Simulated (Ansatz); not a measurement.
# BNH3F3 (SMILES [NH3+][B-](F)(F)F) at BCCD(T)/cc-pVDZ

Aim: the energy change on altering one bond length of BNH3F3 at BCCD(T)/cc-pVDZ, from 2 runs. 

The calculation is run with Ansatz 0.2.0.

83 further runs of the same task are left out: 83 set aside as unsound or not needed.

### 1 The structure to begin with

BNH3F3: 8 atoms, total charge 0, spin state singlet. As SMILES, `[NH3+][B-](F)(F)F`. The coordinates come from a PBE0-D4/def2-TZVP relaxation.

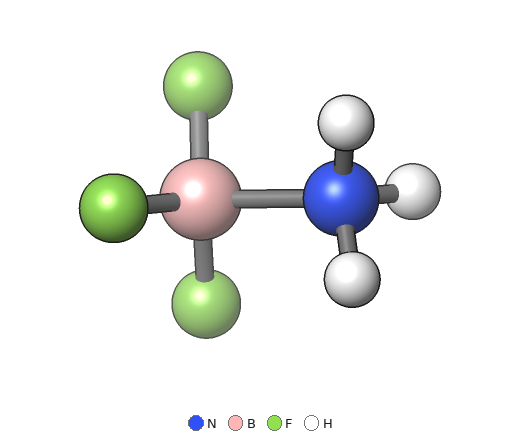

Viewed from a chosen angle; nitrogen blue, boron pink, fluorine green, hydrogen white.

### 2 The energy at BCCD(T)/cc-pVDZ

The input, input.yaml:

```yaml
crystal:
  periodic: [false, false, false]
  atoms:
    - symbol: N
      position_ang: [-0.501800, -0.052400, 0.645700]
    - symbol: B
      position_ang: [0.531500, 0.038700, -0.668100]
    - symbol: F
      position_ang: [1.521100, -0.860400, -0.378100]
    - symbol: F
      position_ang: [-0.251400, -0.312100, -1.733900]
    - symbol: F
      position_ang: [0.943600, 1.343300, -0.679400]
    - symbol: H
      position_ang: [-1.280300, 0.587300, 0.522000]
    - symbol: H
      position_ang: [-0.006300, 0.194600, 1.496700]
    - symbol: H
      position_ang: [-0.864300, -0.996100, 0.739300]
basis:
  gaussian: {orbitals: cc-pVDZ}
correlation: {method: bccd_t, frozen_orbitals: {B: 1, F: 1, H: 0, "N": 1}}
accuracy: high
scf: {omitted_lower_state_checks: [cluster_reference, increment]}
```

Command:

```bash
$ ansatz run input.yaml --threads 1 --pin off --max-ram 3480MiB --events-out events.jsonl --progress --plain --runs-dir runs
```

The program printed:

```text
Warning: RAYON_NUM_THREADS=1 ignored (pool sized by the plan → 1); use --threads N
Functional definition: HF
  name "HF"
  exchange = exact_x
  correlation = 0
these checks for a lower state are left out or cut short: cluster_reference, increment
1941 factors; integrals over basis functions are off by at most 3.2e-9 eV
mean field evaluation 1: about -10321.6298 eV, gradient 4.1e1 eV
mean field evaluation 2: about -10321.7502 eV, gradient 4.1e1 eV
mean field evaluation 4: about -10324.8572 eV, gradient 2.7e0 eV
mean field evaluation 8: about -10324.8907 eV, gradient 1.9e-1 eV
mean field -10324.89079125 eV, -379.4327381162 hartree, gradient 7.4e-8 eV, S^2 0.000000; 0 other end points of the search recorded, 0 dependent functions left out
5 core orbitals not correlated: weight in the atoms' cores, before any rotation towards them, 1.000 or more for the frozen orbitals, at most 0.000 for the correlated occupied ones
reference -10324.89079125 eV, -379.4327381162 hartree; 16, 16 occupied and 64, 64 virtual orbitals, 1941 factors
second order -22.53260562 eV of doubles, -0.00000000 eV of singles
cycle   1  -22.60626757 eV  change   -7.4e-2 eV  update   8.8e-2
cycle   2  -22.98031863 eV  change   -3.7e-1 eV  update   2.6e-2
cycle   3  -23.08481713 eV  change   -1.0e-1 eV  update   1.3e-2
cycle   4  -23.07701554 eV  change    7.8e-3 eV  update   2.5e-3
cycle   5  -23.07446289 eV  change    2.6e-3 eV  update   7.5e-4
cycle   6  -23.07470592 eV  change   -2.4e-4 eV  update   2.3e-4
cycle   7  -23.07463453 eV  change    7.1e-5 eV  update   9.0e-5
cycle   8  -23.07454944 eV  change    8.5e-5 eV  update   2.7e-5
cycle   9  -23.07453572 eV  change    1.4e-5 eV  update   1.1e-5
cycle  10  -23.07454192 eV  change   -6.2e-6 eV  update   3.5e-6
cycle  11  -23.07454065 eV  change    1.3e-6 eV  update   9.3e-7
cycle  12  -23.07454184 eV  change   -1.2e-6 eV  update   3.3e-7
cycle  13  -23.07454216 eV  change   -3.2e-7 eV  update   8.8e-8
cycle  14  -23.07454221 eV  change   -4.6e-8 eV  update   3.6e-8
cycle  15  -23.07454227 eV  change   -6.2e-8 eV  update   2.2e-8
cycle  16  -23.07454251 eV  change   -2.4e-7 eV  update   1.1e-7
cycle  17  -23.07454253 eV  change   -2.4e-8 eV  update   2.2e-8
cycle  18  -23.07454253 eV  change   -2.0e-9 eV  update   4.9e-9
cycle  19  -23.07454253 eV  change   -1.6e-9 eV  update   1.7e-9
perturbative correction -0.45680549 eV, -0.0167872922 hartree
Total energy: -10348.42213928 eV, -380.2974992060 hartree
Checks for a lower state left out: cluster_reference, increment
```

Wall time 40 s (1 thread of Arm Neoverse V1, shared host); peak memory 0.73 GiB.

### 3 The distorted shape, same level

The input, job.yaml:

```yaml
crystal:
  periodic: [false, false, false]
  atoms:
    - {symbol: N, position_ang: [-0.898177, -0.249988, -0.035060]}
    - {symbol: B, position_ang: [0.135123, -0.158888, -1.348860]}
    - {symbol: F, position_ang: [1.124723, -1.057988, -1.058860]}
    - {symbol: F, position_ang: [-0.647777, -0.509688, -2.414660]}
    - {symbol: F, position_ang: [0.547223, 1.145712, -1.360160]}
    - {symbol: H, position_ang: [-1.676677, 0.389712, -0.158760]}
    - {symbol: H, position_ang: [-0.006300, 0.194600, 1.496700]}
    - {symbol: H, position_ang: [-1.260677, -1.193688, 0.058540]}
basis:
  gaussian: {orbitals: cc-pVDZ}
correlation: {method: bccd_t, frozen_orbitals: {B: 1, F: 1, H: 0, "N": 1}}
accuracy: high
scf: {omitted_lower_state_checks: [cluster_reference, increment]}
```

Command:

```bash
$ ansatz run job.yaml --threads 1 --pin off --max-ram 3480MiB --events-out events.jsonl --progress --plain --runs-dir runs
```

The program printed:

```text
Warning: RAYON_NUM_THREADS=1 ignored (pool sized by the plan → 1); use --threads N
[... 4 set-up lines as earlier in the session ...]
these checks for a lower state are left out or cut short: cluster_reference, increment
1932 factors; integrals over basis functions are off by at most 3.5e-9 eV
mean field evaluation 1: about -10316.3970 eV, gradient 4.2e1 eV
mean field evaluation 2: about -10316.5221 eV, gradient 4.2e1 eV
mean field evaluation 4: about -10320.2613 eV, gradient 2.9e0 eV
mean field evaluation 8: about -10320.3260 eV, gradient 1.0e-1 eV
mean field evaluation 16: about -10320.3260 eV, gradient 7.2e-9 eV
mean field -10320.32603934 eV, -379.2649865774 hartree, gradient 7.2e-9 eV, S^2 0.000000; 0 other end points of the search recorded, 0 dependent functions left out; unrestricted orbitals would lower it
5 core orbitals not correlated: weight in the atoms' cores, before any rotation towards them, 1.000 or more for the frozen orbitals, at most 0.000 for the correlated occupied ones
reference -10320.32603934 eV, -379.2649865774 hartree; 16, 16 occupied and 64, 64 virtual orbitals, 1932 factors
second order -23.18042320 eV of doubles, -0.00000000 eV of singles
cycle   1  -23.18410459 eV  change   -3.7e-3 eV  update   1.1e-1
cycle   2  -23.69861809 eV  change   -5.1e-1 eV  update   4.4e-2
cycle   3  -23.89638475 eV  change   -2.0e-1 eV  update   2.5e-2
cycle   4  -23.88608676 eV  change    1.0e-2 eV  update   7.5e-3
cycle   5  -23.87831191 eV  change    7.8e-3 eV  update   3.9e-3
cycle   6  -23.88002876 eV  change   -1.7e-3 eV  update   1.5e-3
cycle   7  -23.88126364 eV  change   -1.2e-3 eV  update   7.7e-4
cycle   8  -23.88107616 eV  change    1.9e-4 eV  update   4.8e-4
cycle   9  -23.88077620 eV  change    3.0e-4 eV  update   2.1e-4
cycle  10  -23.88094162 eV  change   -1.7e-4 eV  update   8.0e-5
cycle  11  -23.88078822 eV  change    1.5e-4 eV  update   3.5e-5
cycle  12  -23.88078222 eV  change    6.0e-6 eV  update   1.0e-5
cycle  13  -23.88077768 eV  change    4.5e-6 eV  update   5.0e-6
cycle  14  -23.88077336 eV  change    4.3e-6 eV  update   2.3e-6
cycle  15  -23.88077454 eV  change   -1.2e-6 eV  update   1.0e-6
cycle  16  -23.88077542 eV  change   -8.7e-7 eV  update   5.7e-7
cycle  17  -23.88077539 eV  change    2.1e-8 eV  update   1.9e-7
cycle  18  -23.88077550 eV  change   -1.0e-7 eV  update   9.8e-8
cycle  19  -23.88077563 eV  change   -1.3e-7 eV  update   7.7e-8
cycle  20  -23.88077565 eV  change   -2.4e-8 eV  update   4.0e-8
cycle  21  -23.88077742 eV  change   -1.8e-6 eV  update   3.1e-7
cycle  22  -23.88077739 eV  change    2.8e-8 eV  update   1.3e-7
cycle  23  -23.88077760 eV  change   -2.0e-7 eV  update   9.2e-8
cycle  24  -23.88077770 eV  change   -1.0e-7 eV  update   5.9e-8
cycle  25  -23.88077779 eV  change   -9.5e-8 eV  update   4.1e-8
cycle  26  -23.88077786 eV  change   -6.3e-8 eV  update   2.1e-8
cycle  27  -23.88077788 eV  change   -1.8e-8 eV  update   6.8e-9
cycle  28  -23.88077787 eV  change    6.3e-9 eV  update   3.4e-9
cycle  29  -23.88077786 eV  change    4.8e-9 eV  update   1.8e-9
cycle  30  -23.88077786 eV  change   5.7e-10 eV  update  7.4e-10
perturbative correction -0.57686884 eV, -0.0211995388 hartree
Total energy: -10344.78368604 eV, -380.1637885157 hartree
Checks for a lower state left out: cluster_reference, increment
```

Run time: 55 s. Hardware: 1 thread of Arm Neoverse V1, shared host; peak memory 0.73 GiB.

### 4 Outcome

At BCCD(T)/cc-pVDZ, 5 core orbitals frozen:

| quantity | value |
| --- | --- |
| first shape: total energy | -380.29750 Eh |
| first shape: correlation energy (5 core orbitals frozen) | -864.8 mEh |
| first shape: (T) correction | -16.79 mEh |
| distorted shape: total energy | -380.16379 Eh |
| distorted shape: correlation energy (5 core orbitals frozen) | -898.8 mEh |
| distorted shape: (T) correction | -21.20 mEh |
| energy change with the N1–H7 bond stretched from 1.015 to 1.827 Å | 3.638 eV |

What this shows: With the N1–H7 bond stretched from 1.015 to 1.827 Å the energy rises by 3.64 eV (84 kcal/mol). The first shape isn't relaxed at this level, so the change isn't measured from a minimum. The triples (first shape) make up 1.9 % of the correlation energy. The restricted solution (distorted shape) is unstable to spin breaking: an unrestricted one lies lower. The triples (distorted shape) make up 2.4 % of the correlation energy.
